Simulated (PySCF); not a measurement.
# C2H4F2 (SMILES CC(F)F) at 6 levels

We compute a comparison of 6 runs (BHLYP/6-311+G**, M06-2X/6-311+G**, M06-L/6-311+G**, revPBE/6-311+G**, wB97X/6-311+G**, CCSD(T)/6-311+G**) of C2H4F2. 

The results are computed with PySCF 2.14.0.

**1. Starting point**

C2H4F2 has 8 atoms, charge 0, and is taken as a singlet. As SMILES, `CC(F)F`. The coordinates come from a PBE0-D4/def2-TZVP relaxation.

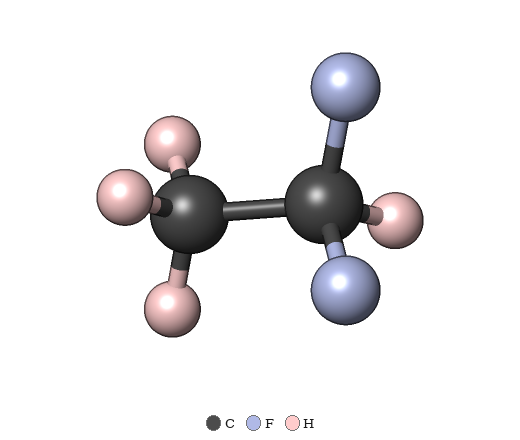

Viewed from a chosen angle; carbon dark grey, fluorine light blue, hydrogen pink.

**2. The energy at BHLYP/6-311+G(d,p) (run 1)**

run.py

```python
from pyscf import gto, dft

mol = gto.M(
    atom='''
C        0.003300       0.777600       0.023300
C       -0.052000      -0.718200      -0.008200
F        0.925500      -1.243400       0.779100
F        0.168200      -1.172100      -1.271900
H        0.981400       1.111900      -0.325400
H       -0.157200       1.132800       1.041800
H       -0.771000       1.190600      -0.624000
H       -1.006100      -1.136400       0.329500
''',
    max_memory=1860,
    basis='6-311+g**',
    charge=0,
    verbose=3,
)

mf = dft.RKS(mol)
mf.xc = 'bhandhlyp'
mf.conv_tol = 1e-10
mf.grids.level = 5
mf.kernel()
if not mf.converged:
    mf = mf.newton().run(mf.mo_coeff, mf.mo_occ)

etot = mf.e_tot
print(f'total energy: {etot:.8f} hartree')
```

Started as:

```sh
$ OMP_NUM_THREADS=1 python run.py
```

The program printed:

```text
converged SCF energy = -278.272869223521
total energy: -278.27286922 hartree
```

Run time: 40 s. Hardware: 1 thread of Arm Neoverse V1, shared host; peak memory 0.58 GiB.

**3. A single-point energy at M06-2X/6-311+G(d,p) (run 2)**

start.xyz

```xyz
8

C      0.003300     0.777600     0.023300
C     -0.052000    -0.718200    -0.008200
F      0.925500    -1.243400     0.779100
F      0.168200    -1.172100    -1.271900
H      0.981400     1.111900    -0.325400
H     -0.157200     1.132800     1.041800
H     -0.771000     1.190600    -0.624000
H     -1.006100    -1.136400     0.329500
```

calc.py

```python
from pyscf import gto, dft

mol = gto.M(
    atom='start.xyz',
    basis='6-311+g**',
    verbose=3,
    spin=0,
    max_memory=1860,
    charge=0,
)

ks = dft.RKS(mol, xc='m06-2x')
ks.conv_tol = 1e-10
ks.grids.level = 5
ks.kernel()
if not ks.converged:
    ks = ks.newton().run(ks.mo_coeff, ks.mo_occ)

e_final = ks.e_tot
print('E = %.10f Eh' % e_final)
```

Started as:

```sh
$ OMP_NUM_THREADS=1 python calc.py
```

The program printed:

```text
converged SCF energy = -278.291498602331
E = -278.2914986023 Eh
```

Run time: 97 s. Hardware: 1 thread of Arm Neoverse V1, shared host; peak memory 0.62 GiB.

Runs 3 to 5 aren't shown in full; the table further down has their settings and results.

**4. The energy at CCSD(T)/6-311+G(d,p) (run 6)**

run.py

```python
from pyscf import gto, scf, cc

mol = gto.M(
    atom='''
C      0.006236     1.469451     0.044031
C     -0.098266    -1.357201    -0.015496
F      1.748942    -2.349685     1.472286
F      0.317852    -2.214948    -2.403543
H      1.854577     2.101186    -0.614917
H     -0.297065     2.140682     1.968717
H     -1.456979     2.249908    -1.179189
H     -1.901253    -2.147485     0.622665
''',
    max_memory=1860,
    verbose=3,
    basis='6-311+g**',
    unit='bohr',
    charge=0,
)

calc0 = scf.RHF(mol)
calc0.conv_tol = 1e-10
calc0.kernel()
if not calc0.converged:
    calc0 = calc0.newton().run(calc0.mo_coeff, calc0.mo_occ)

mycc = cc.CCSD(calc0, frozen=4)
mycc.kernel()
e_t = mycc.ccsd_t()
energy = mycc.e_tot + e_t
print('E = %.10f Eh' % energy)
```

Started as:

```sh
$ OMP_NUM_THREADS=1 python run.py
```

The program printed:

```text
converged SCF energy = -277.029589033844
E(CCSD) = -277.7654650546734  E_corr = -0.7358760208297968
CCSD(T) correction = -0.0205493432577171
E = -277.7860143979 Eh
```

It took 2.6 min on 1 thread of Arm Neoverse V1, shared host; peak memory 0.96 GiB.

**5. All runs side by side**

| run | level | integration grid | frozen core orbitals | energy (Eh) | dipole moment (D) of the reference | HOMO energy (eV) | LUMO energy (eV) | wall time |
| --- | --- | --- | --- | --- | --- | --- | --- | --- |
| 1 | BHLYP/6-311+G** | 5 | – | -278.272869 | 2.54 | -11.52 | 0.73 | 40 s |
| 2 | M06-2X/6-311+G** | 5 | – | -278.291499 | 2.48 | -11.44 | 0.40 | 97 s |
| 3 | M06-L/6-311+G** | 5 | – | -278.353631 | 2.29 | -8.34 | 0.13 | 91 s |
| 4 | revPBE/6-311+G** | 5 | – | -278.305165 | 2.25 | -7.94 | -0.24 | 39 s |
| 5 | wB97X/6-311+G** | 5 | – | -278.334548 | 2.45 | -12.30 | 2.06 | 62 s |
| 6 | CCSD(T)/6-311+G** | – | 4 | -277.786014 | 2.66 | -14.12 | 1.88 | 2.6 min |

**6. Summary of results**

| quantity | value |
| --- | --- |
| run 6: total energy | -277.78601 Eh |
| run 6: dipole moment (Hartree–Fock density) | 2.66 D |
| run 6: HOMO energy (Hartree–Fock orbitals) | -14.12 eV |
| run 6: LUMO energy (Hartree–Fock orbitals) | 1.88 eV |
| run 6: HOMO–LUMO gap (Hartree–Fock orbitals) | 16.00 eV |
| run 6: correlation energy (4 core orbitals frozen) | -756.4 mEh |
| run 6: (T) correction | -20.55 mEh |
| run 6: T1 diagnostic | 0.012 |

In words: Over runs 1, 2, 3, 4, 5 the dipole moment (its size) runs from 2.25 D (revPBE/6-311+G**) to 2.54 D (BHLYP/6-311+G**). Over runs 1, 2, 3, 4, 5 the HOMO–LUMO gap runs from 7.70 eV (revPBE/6-311+G**) to 14.36 eV (wB97X/6-311+G**). Totals of different functionals can't be ranked against each other. All runs together took 8 min, the longest 2.6 min.
